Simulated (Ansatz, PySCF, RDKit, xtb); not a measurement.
# TiHSeCl3: ranking a sample of isomers, part 2 of 2

Which of a sample of isomers of TiHSeCl3 is the most stable in the gas at 298.15 K, and what are its properties? The sample is small against all isomers, and the most stable one of this formula need not be in it. One structure proposed beforehand is put among the starts (marked given), to see whether the search confirms or beats it.

xtb, Ansatz and PySCF; isolated molecules.

### 12 Free energies and the winner

Energies in kcal/mol from c254; G adds the thermal terms to the CCSD(T)/def2-SVP + MP2/def2-TZVPP - MP2/def2-SVP energy. The columns left of the relaxed level are at the tight-binding geometries.

```
label                     SMILES     spin  HF/STO-3G  r2SCAN-D4/def2-SVP  PBE0-D4/def2-SVP  HF/def2-SVP  MP2/def2-SVP  CCSD(T)/def2-SVP + MP2/def2-TZVPP - MP2/def2-SVP     G  share at equilibrium     T1
 c254  [Cl][Ti]([Cl])([Cl])[SeH]  singlet        0.0                 0.0               0.0          0.0           0.0                                               0.0   0.0               100.0 %  0.021
 c216  [Cl][Ti]([Cl])([Cl])[SeH]  triplet       80.1                45.6              35.0        -17.3          53.0                                              43.7  43.4               < 0.1 %  0.020
```

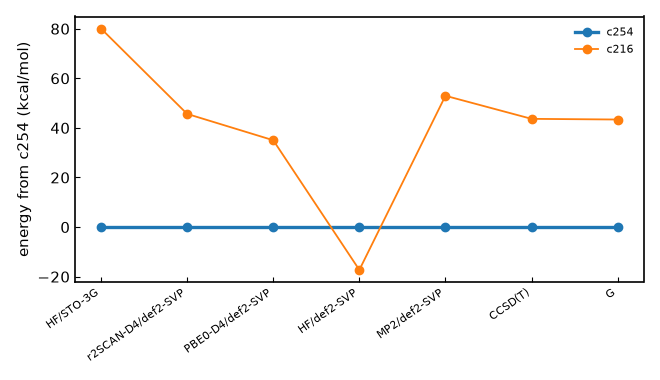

The finalists at each level, measured from c254.

Lowest found: c254, `[Cl][Ti]([Cl])([Cl])[SeH]`, a singlet. Bond lengths: Cl1–Ti5 2.164 Å, Cl2–Ti5 2.152 Å, Cl3–Ti5 2.164 Å, Se4–Ti5 2.381 Å, Se4–H6 1.478 Å. Angles: Cl1–Ti5–Cl2 112.7°, Cl1–Ti5–Cl3 109.6°, Cl1–Ti5–Se4 109.1°, Cl2–Ti5–Cl3 112.8°, Cl2–Ti5–Se4 103.3°, Cl3–Ti5–Se4 109.1°, Ti5–Se4–H6 88.0°.

```xyz
6

Cl   -1.2013   -1.2082    1.5679
Cl    2.2779   -0.9149    0.7187
Cl   -0.2404   -1.1481   -1.8343
Se    0.2050    1.9260    0.1830
Ti    0.2531   -0.4540    0.1547
H    -1.2143    1.8512   -0.2213
```

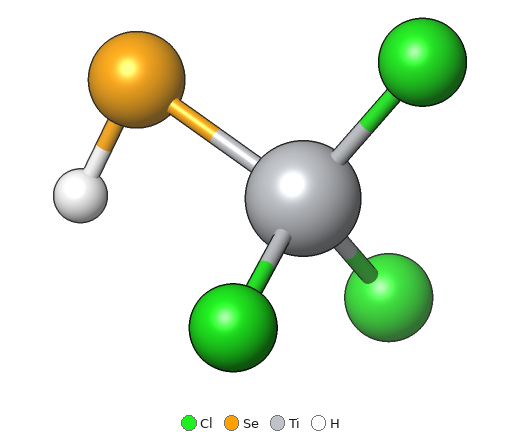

The lowest structure found, seen from a chosen angle (chlorine green, selenium orange, titanium light grey, hydrogen white).

### 13 Density, orbitals and dipole (PBE0/def2-TZVPD)

Contents of input.yaml:

```yaml
crystal:
  periodic: [false, false, false]
  atoms:
    - {symbol: Cl, position_ang: [-1.201350, -1.208158, 1.567934]}
    - {symbol: Cl, position_ang: [2.277889, -0.914882, 0.718653]}
    - {symbol: Cl, position_ang: [-0.240410, -1.148056, -1.834285]}
    - {symbol: Se, position_ang: [0.205029, 1.925982, 0.182992]}
    - {symbol: Ti, position_ang: [0.253065, -0.454014, 0.154695]}
    - {symbol: H, position_ang: [-1.214286, 1.851224, -0.221348]}
basis:
  gaussian: {orbitals: def2-TZVPD}
hamiltonian: {xc: {name: PBE0}}
output: {forces: true, orbitals: {seedname: orbitals}}
```

Started as:

```console
$ ansatz run input.yaml --threads 2 --pin off --max-ram 5220MiB --events-out events.jsonl --progress --plain --runs-dir runs
```

Standard output, shortened:

```text
Warning: RAYON_NUM_THREADS=2 ignored (pool sized by the plan → 2); use --threads N
Functional definition: PBE0
  name "PBE0"
[...]
1918 factors; their error is unknown
[...]
mean field -126031.48457407 eV, -4631.5716308884 hartree, gradient 4.6e-5 eV, S^2 0.000000; 0 other end points of the search recorded, 0 dependent functions left out
[...]
reference -126031.48463544 eV, -4631.5716331438 hartree; 54, 54 occupied and 198, 198 virtual orbitals, 1918 factors
Total energy: -126031.48463544 eV, -4631.5716331438 hartree
Atom 0 at    -1.201350    -1.208158     1.567934 Å, force    -0.130156    -0.084415     0.130265 eV/Å
Atom 1 at     2.277889    -0.914882     0.718653 Å, force     0.207695    -0.060568     0.057684 eV/Å
Atom 2 at    -0.240410    -1.148056    -1.834285 Å, force    -0.041972    -0.078960    -0.181769 eV/Å
Atom 3 at     0.205029     1.925982     0.182992 Å, force    -0.057661     0.155337    -0.013743 eV/Å
Atom 4 at     0.253065    -0.454014     0.154695 Å, force    -0.025112     0.049197    -0.006348 eV/Å
Atom 5 at    -1.214286     1.851224    -0.221348 Å, force     0.047207     0.019408     0.013911 eV/Å
Dipole moment:    -0.071318     0.151033    -0.017732 e Å
```

Wall time 25 s (2 threads of Arm Neoverse V1, shared host); peak memory 1.3 GiB.

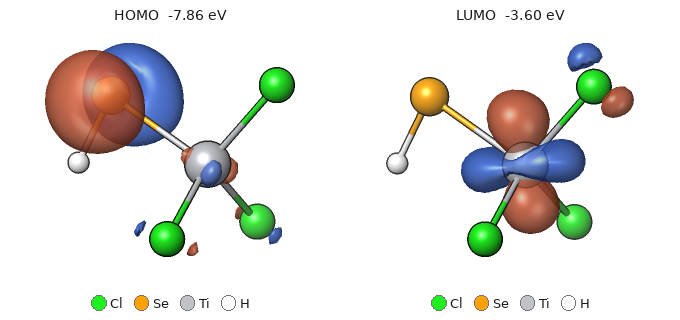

Frontier orbitals of this run, surfaces at ±0.2 Å^-3/2.

### 14 Electronic excitations (TD-PBE0/def2-SVPD)

An in-house driver calls PySCF's response routines at TD-PBE0/def2-SVPD; it has no typed input.

Standard output:

```text
coarse grid: 36208 points
cycle   1  E = -4630.5693994749  dE = -5.155e-01  |g| = 6.626e-01  |ddm| = 3.125e+00
cycle   2  E = -4622.6641647833  dE =  7.905e+00  |g| = 6.527e+00  |ddm| = 3.934e+00
cycle   3  E = -4630.4995889346  dE = -7.835e+00  |g| = 9.795e-01  |ddm| = 2.885e+00
cycle   4  E = -4630.6952645363  dE = -1.957e-01  |g| = 2.574e-01  |ddm| = 5.319e-01
cycle   5  E = -4630.7107246695  dE = -1.546e-02  |g| = 9.062e-02  |ddm| = 2.512e-01
cycle   6  E = -4630.7129054982  dE = -2.181e-03  |g| = 1.325e-02  |ddm| = 9.801e-02
cycle   7  E = -4630.7129465724  dE = -4.107e-05  |g| = 3.575e-03  |ddm| = 1.532e-02
cycle   8  E = -4630.7129502445  dE = -3.672e-06  |g| = 5.880e-04  |ddm| = 3.629e-03
final grid: 66944 points
cycle   9  E = -4630.7128774913  dE =  1.404e-07  |g| = 1.155e-03  |ddm| = 1.993e-03
cycle  10  E = -4630.7128725460  dE =  4.945e-06  |g| = 4.438e-03  |ddm| = 4.565e-03
cycle  11  E = -4630.7128778278  dE = -5.282e-06  |g| = 3.210e-04  |ddm| = 3.821e-03
cycle  12  E = -4630.7128778569  dE = -2.906e-08  |g| = 4.947e-05  |ddm| = 3.752e-04
cycle  13  E = -4630.7128778579  dE = -1.010e-09  |g| = 2.112e-05  |ddm| = 9.250e-05
cycle  14  E = -4630.7128778583  dE = -3.656e-10  |g| = 7.619e-06  |ddm| = 7.292e-05
converged SCF energy = -4630.7128778583

Static polarisability (au): isotropic 110.107, principal 102.591 104.883 122.848

Singlet excitations
state   eV       nm        f      main configurations
  1   2.6046    476.0   0.00124   H->L 0.99
  2   3.0420    407.6   0.01650   H->L+1 0.88
  3   3.3954    365.2   0.00071   H->L+2 0.97
  4   3.4881    355.4   0.00131   H->L+3 0.95
  5   3.6428    340.4   0.00106   H-1->L 0.94
  6   3.7568    330.0   0.02080   H->L+4 0.82, H-1->L+3 0.09
  7   3.7905    327.1   0.00058   H-1->L+1 0.95
  8   4.3186    287.1   0.00471   H-2->L 0.94

Triplet excitations (Tamm-Dancoff, eV): 2.4238 2.4787 3.1424
```

Run time: 17 s. Hardware: 2 threads of Arm Neoverse V1, shared host; peak memory 0.66 GiB.

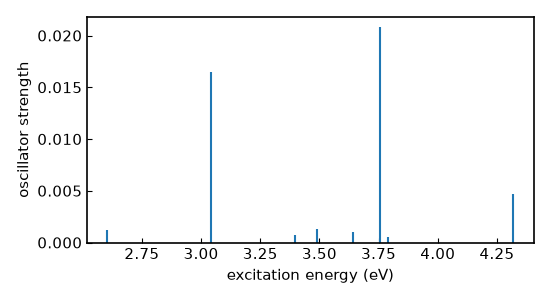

Vertical excitations as sticks.

The roots found:

```
excited state  energy (eV)  strength
            1        2.605    0.0012
            2        3.042    0.0165
            3        3.395    0.0007
            4        3.488    0.0013
            5        3.643    0.0011
            6        3.757    0.0208
            7        3.791    0.0006
            8        4.319    0.0047
```

### 15 NMR shieldings (GIAO PBE0/pcSseg-1)

An in-house driver calls PySCF's response routines at GIAO PBE0/pcSseg-1; it has no typed input.

Standard output:

```text
coarse grid: 36208 points
cycle   1  E = -4630.9333092558  dE = -5.897e-01  |g| = 1.023e+00  |ddm| = 2.889e+00
cycle   2  E = -4620.8161388327  dE =  1.012e+01  |g| = 8.271e+00  |ddm| = 3.596e+00
cycle   3  E = -4630.9191509724  dE = -1.010e+01  |g| = 1.035e+00  |ddm| = 2.839e+00
cycle   4  E = -4631.1051306172  dE = -1.860e-01  |g| = 1.490e-01  |ddm| = 6.192e-01
cycle   5  E = -4631.1090697895  dE = -3.939e-03  |g| = 9.602e-02  |ddm| = 2.825e-01
cycle   6  E = -4631.1113578472  dE = -2.288e-03  |g| = 3.250e-02  |ddm| = 1.201e-01
cycle   7  E = -4631.1116029434  dE = -2.451e-04  |g| = 4.504e-03  |ddm| = 2.561e-02
cycle   8  E = -4631.1116073006  dE = -4.357e-06  |g| = 7.808e-04  |ddm| = 3.705e-03
final grid: 66944 points
cycle   9  E = -4631.1115387594  dE = -1.412e-07  |g| = 9.248e-04  |ddm| = 2.209e-03
cycle  10  E = -4631.1115385648  dE =  1.946e-07  |g| = 1.272e-03  |ddm| = 2.361e-03
cycle  11  E = -4631.1115390214  dE = -4.566e-07  |g| = 1.582e-04  |ddm| = 1.363e-03
cycle  12  E = -4631.1115390229  dE = -1.434e-09  |g| = 1.580e-04  |ddm| = 2.174e-04
cycle  13  E = -4631.1115390286  dE = -5.749e-09  |g| = 2.808e-05  |ddm| = 1.226e-04
cycle  14  E = -4631.1115390292  dE = -6.221e-10  |g| = 9.634e-06  |ddm| = 8.386e-05
converged SCF energy = -4631.1115390292

GIAO shielding tensors (ppm)
atom      isotropic    diamagn.    paramagn.     s11        s22        s33       span
  0 Cl      70.483    1148.721   -1078.238   -374.402   -341.131    926.981   1301.383
  1 Cl     -23.402    1148.805   -1172.207   -724.467   -333.513    987.773   1712.240
  2 Cl      70.309    1148.791   -1078.481   -374.387   -341.779    927.094   1301.481
  3 Se     389.431    2999.161   -2609.730  -2209.261   1241.051   2136.502   4345.762
  4 Ti   -1409.421    1606.559   -3015.980  -1753.090  -1460.336  -1014.836    738.254
  5 H       23.841      27.976      -4.135     20.842     24.599     26.083      5.241
```

Run time: 14 s. Hardware: 2 threads of Arm Neoverse V1, shared host; peak memory 1.1 GiB.

Isotropic shieldings, averaged over atoms that the bond graph makes equivalent (absolute, not shifts; non-relativistic, which misses 10 ppm and more beside bromine and heavier atoms):

```
        atoms  shielding (ppm)
Cl1, Cl2, Cl3             39.1
          Se4            389.4
          Ti5          -1409.4
           H6            23.84
```

### 16 The cation at the same geometry (PBE0/def2-TZVPD)

Edit input.yaml of step 13 so:

```diff
@@ -1 +1,4 @@
+basis:
+  gaussian:
+    orbitals: def2-TZVPD
 crystal:
@@ -9,5 +12,7 @@
     - {symbol: H, position_ang: [-1.214286, 1.851224, -0.221348]}
-basis:
-  gaussian: {orbitals: def2-TZVPD}
-hamiltonian: {xc: {name: PBE0}}
-output: {forces: true, orbitals: {seedname: orbitals}}
+total_charge: 1
+magnetization:
+  spin_polarized: true
+  initial_magnetization: 1
+hamiltonian:
+  xc: {name: PBE0}
```

Started as:

```console
$ ansatz run input.yaml --threads 2 --pin off --max-ram 5220MiB --events-out events.jsonl --progress --plain --runs-dir runs
```

Standard output:

```text
Warning: RAYON_NUM_THREADS=2 ignored (pool sized by the plan → 2); use --threads N
[... 2 set-up lines as earlier in the session ...]
  parameter a = 0.25
  parameter kappa = 0.804
  parameter beta = 0.06672455060314922
  exchange = (1 - a)*pbe_x(kappa = kappa, mu = beta*pi^2/3) + a*exact_x
  correlation = pbe_c(beta = beta)
1918 factors; their error is unknown
mean field evaluation 1: about -126015.8650 eV, gradient 3.2e1 eV
mean field evaluation 2: about -126000.5615 eV, gradient 5.9e1 eV
mean field evaluation 4: about -126020.9486 eV, gradient 8.1e0 eV
mean field evaluation 8: about -126021.3365 eV, gradient 1.5e-1 eV
mean field evaluation 16: about -126021.8117 eV, gradient 2.1e-3 eV
mean field -126021.81170395 eV, -4631.2161594683 hartree, gradient 2.9e-5 eV, S^2 0.758496; 2 other end points of the search recorded, 0 dependent functions left out
reference -126021.81176466 eV, -4631.2161616992 hartree; 54, 53 occupied and 198, 199 virtual orbitals, 1918 factors
Total energy: -126021.81176466 eV, -4631.2161616992 hartree
```

Wall time 46 s (2 threads of Arm Neoverse V1, shared host); peak memory 1.6 GiB.

Difference from the parent: 9.67 eV.

### 17 The anion at the same geometry (PBE0/def2-TZVPD)

Contents of input.yaml:

```yaml
crystal:
  periodic: [false, false, false]
  atoms:
    - symbol: Cl
      position_ang: [-1.201350, -1.208158, 1.567934]
    - symbol: Cl
      position_ang: [2.277889, -0.914882, 0.718653]
    - symbol: Cl
      position_ang: [-0.240410, -1.148056, -1.834285]
    - symbol: Se
      position_ang: [0.205029, 1.925982, 0.182992]
    - symbol: Ti
      position_ang: [0.253065, -0.454014, 0.154695]
    - symbol: H
      position_ang: [-1.214286, 1.851224, -0.221348]
basis:
  gaussian: {orbitals: def2-TZVPD}
total_charge: -1
magnetization: {spin_polarized: true, initial_magnetization: 1}
hamiltonian: {xc: pbe0}
scf: {lower_state_search: off}
```

Started as:

```console
$ ansatz run input.yaml --threads 2 --pin off --max-ram 5220MiB --events-out events.jsonl --progress --plain --runs-dir runs
```

Standard output, shortened:

```text
Warning: RAYON_NUM_THREADS=2 ignored (pool sized by the plan → 2); use --threads N
[... 2 set-up lines as earlier in the session ...]
[...]
1918 factors; their error is unknown
[...]
mean field -126033.88982082 eV, -4631.6600220764 hartree, gradient 5.3e-6 eV, S^2 0.754322; 0 other end points of the search recorded, 0 dependent functions left out
reference -126033.88987589 eV, -4631.6600241000 hartree; 55, 54 occupied and 197, 198 virtual orbitals, 1918 factors
Total energy: -126033.88987589 eV, -4631.6600241000 hartree
Checks for a lower state left out: stability, starts, cluster_reference, orbital_swaps, neighbouring_geometries, increment
```

It took 46 s on 2 threads of Arm Neoverse V1, shared host; peak memory 1.4 GiB.

Parent less the species with the added electron: 2.41 eV.

### 18 The triplet at the same geometry (PBE0/def2-TZVPD)

Contents of input.yaml:

```yaml
crystal:
  periodic: [false, false, false]
  atoms:
    - {symbol: Cl, position_ang: [-1.201350, -1.208158, 1.567934]}
    - {symbol: Cl, position_ang: [2.277889, -0.914882, 0.718653]}
    - {symbol: Cl, position_ang: [-0.240410, -1.148056, -1.834285]}
    - {symbol: Se, position_ang: [0.205029, 1.925982, 0.182992]}
    - {symbol: Ti, position_ang: [0.253065, -0.454014, 0.154695]}
    - {symbol: H, position_ang: [-1.214286, 1.851224, -0.221348]}
basis:
  gaussian: {orbitals: def2-TZVPD}
magnetization: {spin_polarized: true, initial_magnetization: 2}
hamiltonian: {xc: pbe0}
```

Started as:

```console
$ ansatz run input.yaml --threads 2 --pin off --max-ram 5220MiB --events-out events.jsonl --progress --plain --runs-dir runs
```

Standard output, shortened:

```text
Warning: RAYON_NUM_THREADS=2 ignored (pool sized by the plan → 2); use --threads N
[... 7 set-up lines as earlier in the session ...]
1918 factors; their error is unknown
mean field evaluation 1: about -126024.2361 eV, gradient 3.1e1 eV
mean field evaluation 2: about -125992.1615 eV, gradient 7.3e1 eV
mean field evaluation 4: about -126028.3773 eV, gradient 6.3e0 eV
mean field evaluation 8: about -126028.6349 eV, gradient 1.9e-1 eV
mean field evaluation 16: about -126029.1132 eV, gradient 1.2e-2 eV
mean field evaluation 32: about -126029.1132 eV, gradient 6.1e-5 eV
mean field evaluation 64: about -126029.1057 eV, gradient 8.5e-1 eV
mean field -126029.11324870 eV, -4631.4844862886 hartree, gradient 2.5e-6 eV, S^2 2.006599; 6 other end points of the search recorded, 0 dependent functions left out
reference -126029.11330939 eV, -4631.4844885187 hartree; 55, 53 occupied and 197, 199 virtual orbitals, 1918 factors
Total energy: -126029.11330939 eV, -4631.4844885187 hartree
```

Wall time 2.6 min (2 threads of Arm Neoverse V1, shared host); peak memory 2.3 GiB.

It lies 2.37 eV above the singlet.

### 19 Results

This closing draws on all 2 parts.

| quantity | value |
| --- | --- |
| lowest structure found | [Cl][Ti]([Cl])([Cl])[SeH], singlet |
| next finalist | [Cl][Ti]([Cl])([Cl])[SeH], triplet, 43.4 kcal/mol higher in G |
| share at equilibrium, among the finalists | 100.0 % |
| funnel | 8 starts, 3 minima at GFN2-xTB, 4 screening runs, 3 relaxed, 2 ranked |
| CPU time of all runs | 34 min |
| dipole moment (PBE0/def2-TZVPD) | 0.81 D |
| HOMO energy (PBE0/def2-TZVPD) | -7.86 eV |
| LUMO energy (PBE0/def2-TZVPD) | -3.60 eV |
| HOMO–LUMO gap (PBE0/def2-TZVPD) | 4.26 eV |
| lowest excitation (TD-PBE0/def2-SVPD) | 2.60 eV (f = 0.001) |
| strongest of the states computed, same level | 3.76 eV (f = 0.021) |
| lowest triplet excitation, same level, Tamm-Dancoff | 2.42 eV |
| vertical ionisation energy | 9.67 eV |
| vertical electron affinity | 2.41 eV |
| vertical triplet less singlet | +2.37 eV |

The lowest structure found is `[Cl][Ti]([Cl])([Cl])[SeH]`. Among the finalists first place is clear (43.4 kcal/mol); structures outside the list aren't covered. HF/STO-3G, r2SCAN-D4/def2-SVP, PBE0-D4/def2-SVP and MP2/def2-SVP already put its bonding pattern lowest among the structures in one piece; HF/def2-SVP favours the triplet [Cl][Ti]([Cl])([Cl])[SeH]. The largest share of the time went into the final energies (32 %). A large T1 diagnostic among the finalists warns that one reference determinant may not suffice. It concerns: the winner. The structure proposed beforehand is the winner. The search is not exhaustive (a finite list of starts, one conformer a finalist), so a lower isomer can't be ruled out. Only 1 drawn pattern was tried, so whole families of isomers are missing, and the result ranks this sample alone. The lowest isomer need not be the one that is made and kept in a bottle, which depends on barriers.
